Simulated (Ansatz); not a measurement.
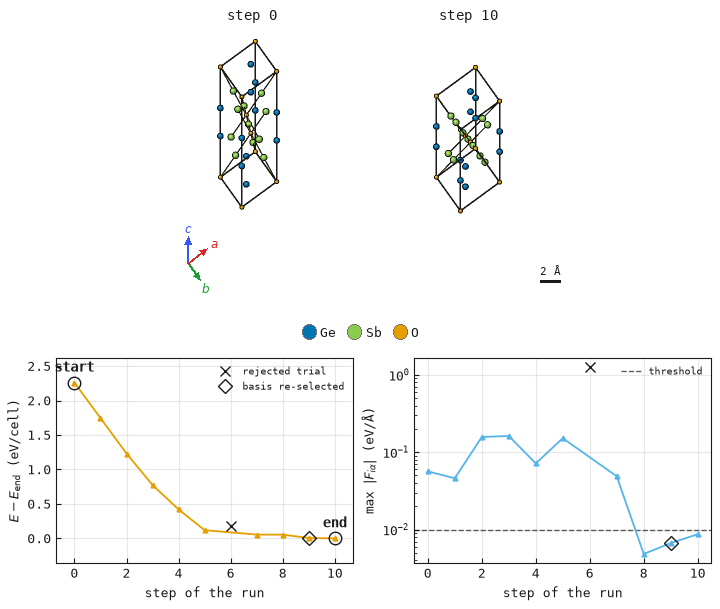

First and last geometry of a relaxation of a crystal of Ge₂Sb₃O (a generated structure, set up in R-3m), with the history of the run. A ball-and-stick model of the conventional cell (3 times the calculation's cell), seen from a free direction. Lengths and directions refer to the drawn axes.

The calculation used DFT PBE, scalar-relativistic, plane waves, PAW in Ansatz. Set-up: plane-wave cutoff 420 eV; k-point mesh 12 × 12 × 12; occupations gaussian; smearing width 0.1 eV; no spin polarisation; cell and atoms relaxed; force threshold 0.01 eV/Å; at most 80 steps.

Did the run converge, and what did it change?

The run was cut off at its time limit before the program reported convergence, but its last step already meets the force threshold: the largest component is 0.0087 eV/Å against 0.01 eV/Å. The pressure is within 0.03 GPa of its target. The largest moves relative to the cell, 0.018 Å, are those of Ge atoms. Sb and O stay in place. The volume changes by −7.4 %, with a = b 5.934 → 6.660 Å (+12.2 %), c 14.000 → 10.294 Å (−26.5 %). Near-neighbour distances that change, for instance: O–Sb 2.895 → 2.577 Å. The space group stays R-3m (No. 166). After 8 accepted moves (10 points after the start) the energy has fallen by 2.259 eV per cell of the calculation. Largest force component: 0.057 eV/Å at the start, 0.0087 eV/Å at the end. The pressure goes from −2.14 to 0.03 GPa. The line search rejected the trial step at point 6 of the run. The SCF was repeated once at an unchanged geometry on a basis and grid sized afresh for the cell, which shifted the energy by 48.0 meV per cell of the calculation at most. Cost: 33 min on 1 thread of Intel(R) Xeon(R) Processor @ 2.50GHz (Skylake/Cascade Lake), on a shared host, peak memory 1.1 GiB.
